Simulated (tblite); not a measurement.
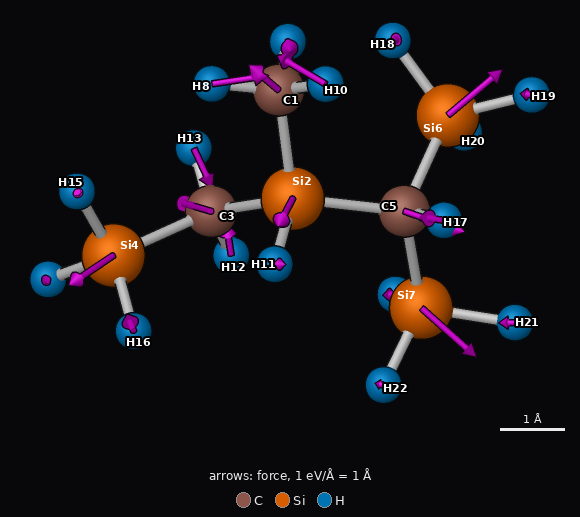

Starting geometry of C$_{3}$H$_{16}$Si$_{4}$ with the computed forces as purple arrows. The picture is a ball-and-stick view, seen at a tilt.

Theory: tblite 0.8.0, GFN2-xTB geometry optimisation, gas phase. 

**Is this structure relaxed? If not, where do the atoms go?**

It isn't relaxed: the largest force vector, on a C atom, is 1.32 eV/Å. The final displacements have little in common with the starting forces (cosine between the two patterns 0.10). The largest moves after the best rigid fit, 1.34 Å, are those of H atoms. By element the largest moves are H 1.34 Å, Si 0.46 Å, C 0.43 Å. Near-neighbour distances that change, for instance: C–Si 1.846 → 1.912 Å, C–Si 1.864 → 1.902 Å, H–Si 1.492 → 1.465 Å, C–H 1.110 → 1.090 Å. Among the angles between lasting bonds that change: Si–C–Si 107.2° → 115.7°, H–C–H 112.7° → 107.6°, C–Si–C 115.2° → 110.3°. Groups turn about C–Si by about 50°, C–Si by about 25°. The energy falls by 52.1 kJ/mol in 169 geometry steps.
